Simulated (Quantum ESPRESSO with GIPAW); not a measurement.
## C4H8Br4Si: NMR parameters from first principles

Aim: the magnetic shielding of every site in C4H8Br4Si.

Method: DFT, PBEsol, plane-wave PAW (pslibrary 1.0.0 recipes), scalar-relativistic, GIPAW; a patched development version of the program, in Quantum ESPRESSO with GIPAW 8.0dev (patched build).

## (1) Starting point

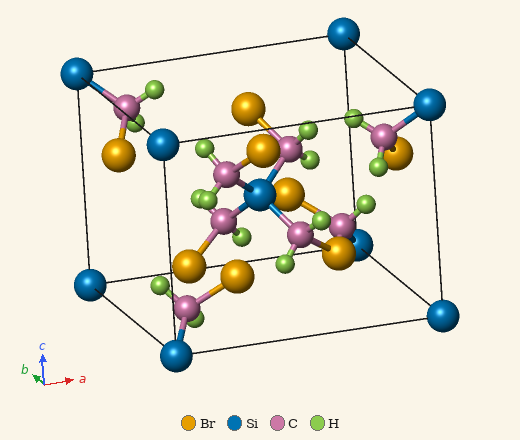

Start, viewed from a free direction; bromine orange, silicon blue, carbon pink, hydrogen green. Bonds to atoms that aren't drawn are left out. Some periodic images of atoms are drawn too.

The cell is an entry of the Crystallography Open Database; it need not be the form that is stable at ambient conditions.

This structure had its atoms relaxed beforehand (DFT, PBEsol, plane-wave PAW (pslibrary 1.0.0 recipes), Quantum ESPRESSO with GIPAW), starting from the database entry, since shieldings follow bond lengths closely.

## (2) The SCF step

First the ground state. The response equations take the occupied wavefunctions as exact, so conv_thr is set much tighter than for an energy. No empty states are asked for: the response is solved without them. The mesh has a spacing of 0.36 Å⁻¹ at most. The PAW files were made with ld1.x from the pslibrary 1.0.0 recipes, with GIPAW reconstruction switched on.

The input, scf.in:

```
&control
  calculation = 'scf'
  prefix = 'x'
  outdir = './tmp/'
  pseudo_dir = './'
/
&system
  ibrav = 0
  nat = 34
  ntyp = 4
  ecutwfc = 65
  ecutrho = 390
  nbnd = 96
/
&electrons
  conv_thr = 1.0d-10
  mixing_beta = 0.7
  electron_maxstep = 100
/
ATOMIC_SPECIES
  Br 79.904 Br.pbesol-dn-kjpaw_psl.1.0.0-gipaw.UPF
  Si 28.085 Si.pbesol-n-kjpaw_psl.1.0.0-gipaw.UPF
  C 12.011 C.pbesol-n-kjpaw_psl.1.0.0-gipaw.UPF
  H 1.008 H.pbesol-kjpaw_psl.1.0.0-gipaw.UPF
CELL_PARAMETERS angstrom
  8.72910000 0.00000000 0.00000000
  0.00000000 8.72910000 0.00000000
  0.00000000 0.00000000 6.86190000
ATOMIC_POSITIONS crystal
  Br 0.05654668 0.73772425 0.69225098
  Br 0.73772425 0.94345332 0.30774902
  Br 0.94345332 0.26227575 0.69225098
  Br 0.26227575 0.05654668 0.30774902
  Br 0.55654668 0.76227575 0.80774902
  Br 0.23772425 0.55654668 0.19225098
  Br 0.44345332 0.23772425 0.80774902
  Br 0.76227575 0.44345332 0.19225098
  Si 0.00000000 0.00000000 0.00000000
  Si 0.50000000 0.50000000 0.50000000
  C 0.14842391 0.90418900 0.84343698
  C 0.90418900 0.85157609 0.15656302
  C 0.85157609 0.09581100 0.84343698
  C 0.09581100 0.14842391 0.15656302
  C 0.64842391 0.59581100 0.65656302
  C 0.40418900 0.64842391 0.34343698
  C 0.35157609 0.40418900 0.65656302
  C 0.59581100 0.35157609 0.34343698
  H 0.23971569 0.85032921 0.93027991
  H 0.85032921 0.76028431 0.06972009
  H 0.76028431 0.14967079 0.93027991
  H 0.14967079 0.23971569 0.06972009
  H 0.73971569 0.64967079 0.56972009
  H 0.35032921 0.73971569 0.43027991
  H 0.26028431 0.35032921 0.56972009
  H 0.64967079 0.26028431 0.43027991
  H 0.19970104 0.98326936 0.73666921
  H 0.98326936 0.80029896 0.26333079
  H 0.80029896 0.01673064 0.73666921
  H 0.01673064 0.19970104 0.26333079
  H 0.69970104 0.51673064 0.76333079
  H 0.48326936 0.69970104 0.23666921
  H 0.30029896 0.48326936 0.76333079
  H 0.51673064 0.30029896 0.23666921
K_POINTS automatic
  2 2 3 0 0 0
```

Command:

```sh
$ mpirun -np 4 pw.x -nk 4 -in scf.in > scf.out
```

Output:

```text
[...]
as large as its charge; the limit is 4.5
     Functions over the limit replaced by smooth ones with the moment of the charge, as mend_augmentation asks: 1
     This moves results (see INPUT_PW). Waves and levels in the save fit builds from 8.0dev_s219 on
     using ibrav=0 with symmetry is DISCOURAGED, use correct ibrav instead

     bravais-lattice index     =            0
     lattice parameter (alat)  =      16.4956  a.u.
     unit-cell volume          =    3528.4171 (a.u.)^3
     number of atoms/cell      =           34
     number of atomic types    =            4
     number of electrons       =       192.00
     number of Kohn-Sham states=           96
     kinetic-energy cutoff     =      65.0000  Ry
     charge density cutoff     =     390.0000  Ry
     scf convergence threshold =      1.0E-10
     mixing beta               =       0.7000
     number of iterations used =            8  plain     mixing
     Exchange-correlation= SLA-PW-PSX-PSC
                           (   1   4  10   8   0   0   0)
[...]
Br               17.00    79.90400     Br( 1.00)
     Si                4.00    28.08500     Si( 1.00)
     C                 4.00    12.01100     C ( 1.00)
     H                 1.00     1.00800     H ( 1.00)

      8 Sym. Ops. (no inversion) found ( 4 have fractional translation)
[...]
number of k points=     6
[...]
Dense  grid:   458749 G-vectors     FFT dimensions: ( 108, 108,  90)

     Smooth grid:   249799 G-vectors     FFT dimensions: (  90,  90,  72)

     Check: negative core charge=   -0.000003

     Initial potential from superposition of free atoms

     starting charge     191.9982, renormalised to     192.0000
     Starting wfcs are  128 randomized atomic wfcs

     Self-consistent Calculation

     iteration #  1     ecut=    65.00 Ry     beta= 0.70
     Davidson diagonalization with overlap
     ethr =  1.00E-02,  avg # of iterations =  2.0

     total energy              =   -3833.55682200 Ry
     estimated scf accuracy    <       3.49093252 Ry

     iteration #  2     ecut=    65.00 Ry     beta= 0.70
     Davidson diagonalization with overlap
     ethr =  1.82E-03,  avg # of iterations =  4.5

     total energy              =   -3834.22411615 Ry
     estimated scf accuracy    <       2.57906516 Ry

     iteration #  3     ecut=    65.00 Ry     beta= 0.70
     Davidson diagonalization with overlap
     ethr =  1.34E-03,  avg # of iterations =  4.0

     total energy              =   -3834.77072672 Ry
     estimated scf accuracy    <       0.05594880 Ry

[...]
total energy              =   -3834.79748915 Ry
[...]
iteration # 13     ecut=    65.00 Ry     beta= 0.70
     Davidson diagonalization with overlap
     ethr =  2.02E-12,  avg # of iterations =  2.0

     total energy              =   -3834.79748915 Ry
     estimated scf accuracy    <          1.2E-09 Ry

     iteration # 14     ecut=    65.00 Ry     beta= 0.70
     Davidson diagonalization with overlap
     ethr =  6.35E-13,  avg # of iterations =  4.0

     End of self-consistent calculation
     [one-electron energies left out]

!    total energy              =   -3834.79748915 Ry
     total all-electron energy =    -43459.936233 Ry
     estimated scf accuracy    <          4.0E-11 Ry

     The total energy is the sum of the following terms:
     one-electron contribution =   -2437.92709445 Ry
     hartree contribution      =    1183.92857565 Ry
     xc contribution           =    -300.76069914 Ry
     ewald contribution        =   -1038.94210130 Ry
     one-center paw contrib.   =   -1241.09616991 Ry

     convergence has been achieved in  14 iterations
[...]
JOB DONE.
```

Elapsed: 6.5 min, on 4 MPI ranks of Arm Neoverse V1, shared host; peak memory 3.6 GiB.

It converged in 14 cycles to an estimated accuracy of 4e-11 Ry, on 6 irreducible k-points.

(Part 1 of 2 ends here.)

[Banner, clock, file and message-heading lines were taken out of the pw.x and gipaw.x logs.]

[Logs are printed without paths, hosts, clocks, repeated set-up lines and the standing remarks that a program may print on its own settings, such as how far it seeks lower states.]

[Hosts, paths, dates, database ids (printed as entryN), source tags and the programs' standing remarks are cut or masked in the printed files.]

[Where no reference line passes its bar on scatter, no shift is given, so a measured shift of this compound may stand uncompared.]
